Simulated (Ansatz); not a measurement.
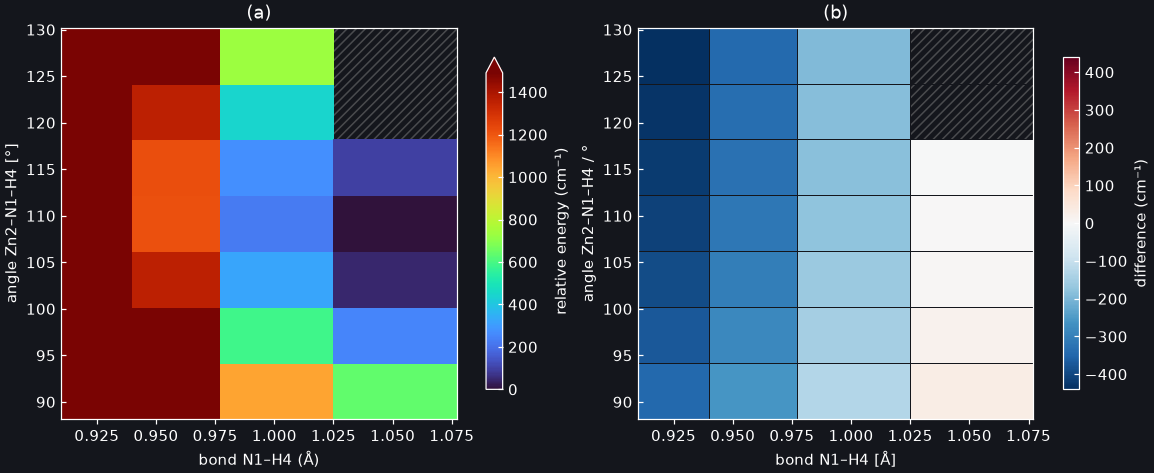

HNNaZn, SMILES [NH-][Zn][Na], charge −1. Two internal coordinates are moved rigidly from the geometry relaxed at PBE0-D4/def2-TZVP, all others fixed. The first coordinate is: bond N1–H4; the second: angle Zn2–N1–H4. Grid: 4 × 7 points. At 2 points there is no value. Points are written as (first, second). Energies: cm⁻¹, counted from each map's own lowest point. Level of theory: RKS PBE-D4/def2-TZVPPD (Ansatz 0.2.0).

Panel (a): RKS PBE-D4/def2-TZVPPD in Ansatz 0.2.0. Panel (b): the map at Ansatz, RKS PBE0-D4/def2-TZVPPD less the map of (a), each from its own lowest point.

How does the change of method alter the landscape?

Answer. The difference runs from −440 cm⁻¹ at (0.925 Å, 127.2°) to 34 cm⁻¹ at (1.051 Å, 91.2°).
